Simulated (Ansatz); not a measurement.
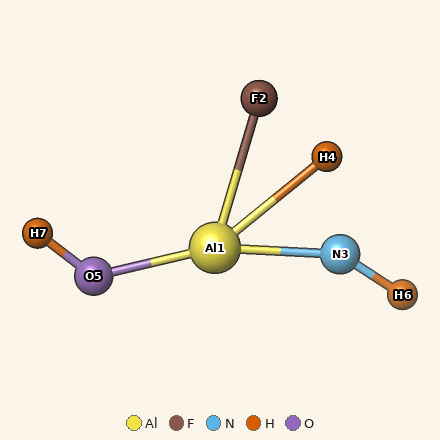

The system is the reacting system AlFH3NO (fragments AlFH₃NO where the first distance is long, AlH₂NO + FH where the second is long); the picture shows the reference structure. First axis: distance F2–H4 (bond that forms). Second axis: distance Al1–F2 (bond that breaks). Relaxed at each point: all other coordinates. The scan uses an 11 × 11 grid. Points are written as (first, second). Energies: kcal/mol, counted from a guessed transition structure relaxed with its forming and breaking bonds held. The reference is spin-restricted, so regions where a bond is pulled apart into radicals lie too high. The calculation used RKS PBE0-D4/def2-SVP (Ansatz).

Its coordinates:

```
atom    x (Å)    y (Å)    z (Å)
  Al  -0.3911   0.2501  -0.0633
   F   1.7036   0.0028  -0.1803
   N  -0.1541  -1.3016   0.5599
   H   1.1068  -0.9457   0.2788
   O  -1.0803   1.6836  -0.5901
   H  -0.5292  -2.1482   0.9536
   H  -0.6556   2.4590  -0.9587
```

Range: distance F2–H4 (bond that forms) from 0.819 to 2.619 Å; distance Al1–F2 (bond that breaks) from 1.629 to 3.429 Å.

Q: What landscape does the calculation give?

A: The lowest grid point is at (2.619 Å, 1.629 Å), −71 kcal/mol from a guessed transition structure relaxed with its forming and breaking bonds held. It lies at the edge of the scanned range, so the true minimum may lie outside. The highest grid point, (2.619 Å, 3.429 Å), lies 134 kcal/mol above the lowest.

```
second ↓, first →  0.819  0.920  1.060  1.219  1.392  1.576  1.770  1.972  2.181  2.397  2.619
            3.429     41     28     30     38     46     53     56     59     61     62     63
            3.207     40     27     28     35     42     46     49     51     52     53     53
            2.991     39     25     26     32     36     38     40     40     41     41     41
            2.782     38     24     22     26     28     28     28     28     28     28     27
            2.580     36     21     18     19     18     17     15     14     13     12     11
            2.386     34     18     13     11      7      3      0     −2     −4     −6     −7
            2.202     33     16      8      2     −5    −11    −16    −19    −22    −24    −26
            2.029     32     14      3     −7    −17    −25    −32    −36    −40    −43    −45
            1.870     35     15      0    −13    −27    −37    −45    −51    −55    −58    −60
            1.730     42     21      3    −15    −31    −43    −52    −59    −64    −67    −70
            1.629     54     31     11    −10    −28    −42    −52    −59    −64    −68    −71
```

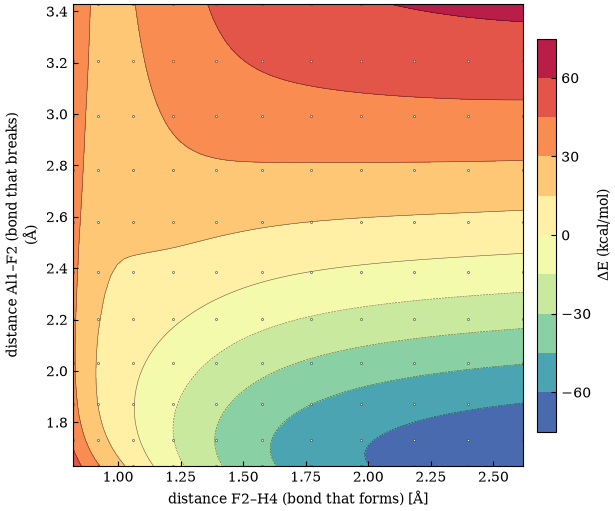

The picture shows filled contours, dots at the grid points. Between grid points the surface is interpolated.

Time for the 121 points that were run: 27 min on 1 thread of Arm Neoverse V1, on a shared host.
